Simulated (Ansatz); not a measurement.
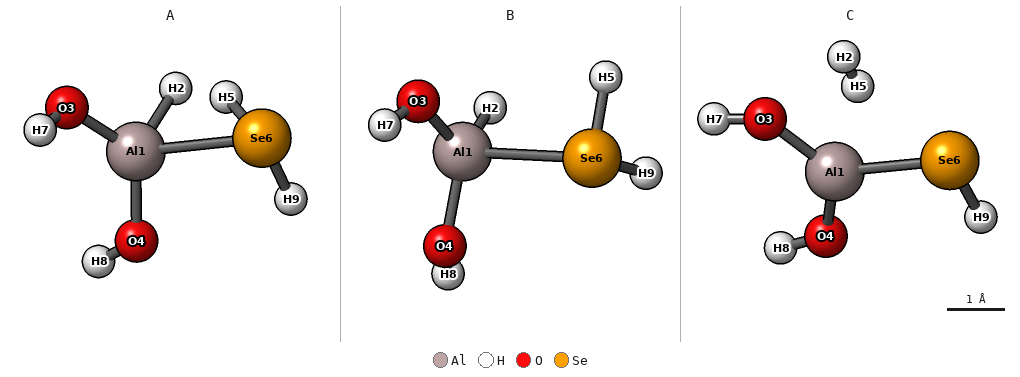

Three geometries of AlH5SeO2: a saddle point and the two minima that it joins, in shuffled order. A ball-and-stick model, seen at a tilt. Sticks join atoms that are closer than about 1.2 times the sum of their covalent radii (a little more with hydrogen).

Stationary points at PBE0-D4/def2-TZVP, single-point energies with PBE0-D4, RPA@PBE, BHLYP-D4 (def2-TZVPP where no basis is named; Ansatz 0.2.0). The energies are electronic, without zero-point or thermal terms, and both ends are the minima reached downhill from the saddle, with any fragments still in contact.

Q: Which frame is the transition state, what reaction does it lead through, and what barrier is to be expected?

A: Frame A is the saddle point. Counted by bonded pieces, B holds AlH₃O₂ + H₂Se and C holds AlH₃SeO₂ + H₂. From B over the saddle to C, bonds form: Al1–Se6 (2.72 → 2.55 → 2.30 Å), H2–H5 (3.39 → 1.23 → 0.75 Å). Bonds break: Al1–H2 (1.58 → 1.68 → 2.60 Å), H5–Se6 (1.47 → 1.68 → 3.74 Å). The saddle has one imaginary mode, 845i cm⁻¹. With PBE0-D4 the barrier is 52.2 kJ/mol from B and 110.3 kJ/mol from C, and C lies 58.1 kJ/mol below B.

```csv
level,barrier from B (kJ/mol),barrier from C (kJ/mol),C less B (kJ/mol)
PBE0-D4,52.2,110.3,−58.1
RPA@PBE,73.7,126.4,−52.7
BHLYP-D4,76.7,135.0,−58.3
```
